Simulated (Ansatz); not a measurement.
# BNH+ (triplet): trial inputs and their diagnosis

4 inputs are run for BNH+ (triplet) as typed; the log has to tell whether the result can be used and what must change.

Computed with Ansatz 0.2.0, Gaussian basis. Level: the settings change from run to run.

22 further runs of the same task are left out: 1 for a mislabelled method, 7 that didn't finish, 14 set aside as unsound or not needed.

**1. What is computed**

The geometry is a PBE0/def2-TZVP stationary point (not a proven minimum) of the parent state, kept for this charge and spin.

3 atoms, charge 1, spin multiplicity 3.

Atoms are counted from 1 here; the program's logs count them from 0.

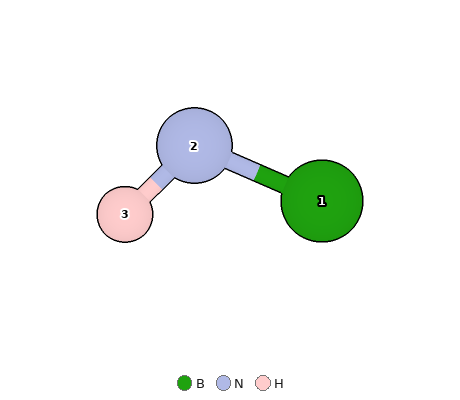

The structure; boron green, nitrogen light blue, hydrogen pink; atoms are numbered from 1 in the order of the file.

As a file:

```xyz
3

B     0.00000    0.07975    0.86377
N     0.00000   -0.11762   -0.58793
H     0.00000    0.77904   -1.09467
```

**2. Attempt 1**

in.yaml

```yaml
crystal:
  periodic: [false, false, false]
  atoms:
    - {symbol: B, position_ang: [0.000000, 0.079752, 0.863775]}
    - {symbol: N, position_ang: [0.000000, -0.117617, -0.587927]}
    - {symbol: H, position_ang: [0.000000, 0.779045, -1.094669]}
basis:
  gaussian: {orbitals: "6-31G*"}
total_charge: 1
magnetization: {spin_polarized: false, initial_magnetization: 2}
correlation: {method: sc_nevpt2, electrons: all, active_space: {window: {electrons: 18, orbitals: 14}}}
```

Launch:

```sh
ansatz run in.yaml --threads 1 --pin off --events-out ev --progress --plain --max-ram 2393MiB
```

The program printed:

```text
Functional definition: HF
  name "HF"
  cite "Fock, Z. Phys. 61, 126 (1930) doi:10.1007/BF01340294"
  parent pbe
  exchange = exact_x
  correlation = 0
311 factors; integrals over basis functions are off by at most 7.6e-4 eV
mean field evaluation 1: about -2153.2659 eV, gradient 3.5e1 eV
mean field evaluation 2: about -2153.2658 eV, gradient 3.5e1 eV
mean field evaluation 4: about -2156.8108 eV, gradient 5.1e0 eV
mean field evaluation 8: about -2157.0468 eV, gradient 1.1e-1 eV
mean field evaluation 16: about -2156.4750 eV, gradient 7.5e0 eV
mean field evaluation 32: about -2155.3830 eV, gradient 2.9e0 eV
mean field -2157.04691765 eV, -79.2700121249 hartree, gradient 3.0e-6 eV, S^2 2.000000; 6 other end points of the search recorded, 0 dependent functions left out
reference -2157.04691765 eV, -79.2700121249 hartree; 7, 5 occupied and 25, 27 virtual orbitals, 311 factors
Error: 18 electrons in 14 orbitals form no window around the highest filled level of the reference
```

It took 0.35 s on 1 thread of AMD EPYC 7B13, shared host.

Diagnosis: The run stopped with an error. The active window can't be built from these electrons and orbitals. Fix: choose counts that fit the spin, the electrons and the basis.

**3. Attempt 2**

in.yaml

```yaml
crystal:
  periodic: [false, false, false]
  atoms:
    - {symbol: B, position_ang: [0.000000, 0.079752, 0.863775]}
    - {symbol: N, position_ang: [0.000000, -0.117617, -0.587927]}
    - {symbol: H, position_ang: [0.000000, 0.779045, -1.094669]}
basis:
  gaussian: {orbitals: cc-pVDZ, point_charges: [{charge: 0.50, position_ang: [2.796, -0.431, -0.844]}]}
total_charge: 1
magnetization: {spin_polarized: false, initial_magnetization: 6}
correlation: {method: ccsd_t, electrons: valence}
accuracy: high
output: {forces: true}
```

The command is unchanged.

The program printed, shortened:

```text
Functional definition: HF
  name "HF"
  cite "Fock, Z. Phys. 61, 126 (1930) doi:10.1007/BF01340294"
  parent pbe
[...]
684 factors; integrals over basis functions are off by at most 3.3e-9 eV
[...]
mean field -2140.67649745 eV, -78.6684102788 hartree, gradient 1.7e-8 eV, S^2 12.000000; 0 other end points of the search recorded, 0 dependent functions left out
[...]
2 core orbitals not correlated: weight in the atoms' cores, before any rotation towards them, 1.000 or more for the frozen orbitals, at most 0.000 for the correlated occupied ones
reference -2140.67649745 eV, -78.6684102788 hartree; 7, 1 occupied and 24, 30 virtual orbitals, 684 factors
second order -2.37084450 eV of doubles, -0.03815215 eV of singles
cycle   1  -2.83172177 eV  change   -4.2e-1 eV  update   4.2e-2
[...]
cycle  25  -3.00038662 eV  change   2.2e-10 eV  update  5.5e-10
perturbative correction -0.04718697 eV, -0.0017340892 hartree
[...]
Total energy: -2143.72407105 eV, -78.7804065426 hartree
Atom 0 at     0.000000     0.079752     0.863775 Å, force     0.214773     1.674237    12.793415 eV/Å
Atom 1 at     0.000000    -0.117617    -0.587927 Å, force    -0.830494    -6.773040    -9.865770 eV/Å
Atom 2 at     0.000000     0.779045    -1.094669 Å, force    -0.247345     5.259699    -3.004940 eV/Å
Dipole moment:    -0.063364     0.176056    -1.029155 e Å
```

Wall time 2.1 s (1 thread of AMD EPYC 7B13, shared host).

Diagnosis: The run converged, which proves nothing about the input. Far too many unpaired electrons are asked for. Its energy belongs to the state of multiplicity 7, not to the triplet that was meant. To mend it, set initial_magnetization to that of the wanted state.

**4. Attempt 3**

in.yaml

```yaml
crystal:
  periodic: [false, false, false]
  atoms:
    - {symbol: B, position_ang: [0.000000, 0.079752, 0.863775]}
    - {symbol: N, position_ang: [0.000000, -0.117617, -0.587927]}
    - {symbol: H, position_ang: [0.000000, 0.779045, -1.094669]}
basis:
  gaussian: {orbitals: cc-pVDZ}
total_charge: 1
magnetization: {spin_polarized: false, initial_magnetization: 2}
correlation: {method: mp2, frozen_orbitals: {B: 20}}
output: {forces: true}
```

The command is unchanged.

The program printed:

```text
Functional definition: HF
  name "HF"
  cite "Fock, Z. Phys. 61, 126 (1930) doi:10.1007/BF01340294"
  parent pbe
  exchange = exact_x
  correlation = 0
Error: "frozen_orbitals" has no count for N
```

It took 0.13 s on 1 thread of AMD EPYC 7B13, shared host.

**Diagnosis.** The run was refused. The frozen-orbital counts are incomplete or too large. Cure: leave frozen_orbitals out, or give each element a count that its core has.

**5. Attempt 4**

in.yaml

```yaml
crystal:
  periodic: [false, false, false]
  atoms:
    - {symbol: B, position_ang: [0.000000, 0.079752, 0.863775]}
    - {symbol: N, position_ang: [0.000000, -0.117617, -0.587927]}
    - {symbol: H, position_ang: [0.000000, 0.779045, -1.094669]}
basis:
  gaussian: {orbitals: x2c-TZVPPall}
total_charge: 1
magnetization: {spin_polarized: false, initial_magnetization: 2}
correlation: {method: full_ci, electrons: outside_noble_gas}
scf: {lower_state_search: off}
output: {forces: true}
```

Same command.

The program printed:

```text
Error: YAML parse error: error: line 11 column 23: unknown variant `full_ci`, expected one of mp2, rpa, ccsd, ccsd_t, bccd, bccd_t, ccsdt, ccsdt_q, ccsdt_q_b, ccsdtq, fci, sc_nevpt2, fic_nevpt4_sd, fic_mrcisd_q, fic_mrcisd_q_relaxed
  --> <input>:11:23
   |
 9 | total_charge: 1
10 | magnetization: {spin_polarized: false, initial_magnetization: 2}
11 | correlation: {method: full_ci, electrons: outside_noble_gas}
   |                       ^ unknown variant `full_ci`, expected one of mp2, rpa, ccsd, ccsd_t, bccd, bccd_t, ccsdt, ccsdt_q, ccsdt_q_b, ccsdtq, fci, sc_nevpt2, fic_nevpt4_sd, fic_mrcisd_q, fic_mrcisd_q_relaxed
12 | scf: {lower_state_search: off}
13 | output: {forces: true}
   |
```

Wall time 0.03 s (1 thread of AMD EPYC 7B13, shared host).

Diagnosis: The run was refused. The method's name isn't one that the program knows. To mend it, name one from the list in the message.

**6. Summary**

| attempt | level | ended | cause | time |
| --- | --- | --- | --- | --- |
| 1 | NEVPT2(18,14)/6-31G* | stopped by an error | the active window can't be built from these electrons and orbitals | 0.35 s |
| 2 | CCSD(T) on ROHF/cc-pVDZ | converged | far too many unpaired electrons are asked for | 2.1 s |
| 3 | MP2 on ROHF/cc-pVDZ | refused | the frozen-orbital counts are incomplete or too large | 0.13 s |
| 4 | 'full_ci'/x2c-TZVPPall | refused | the method's name isn't one that the program knows | 0.03 s |

1 stopped by an error, 1 converged, 2 refused. The input that converges on a wrong geometry or spin is the dangerous one: no error points at it, so geometry and ⟨S²⟩ have to be checked.
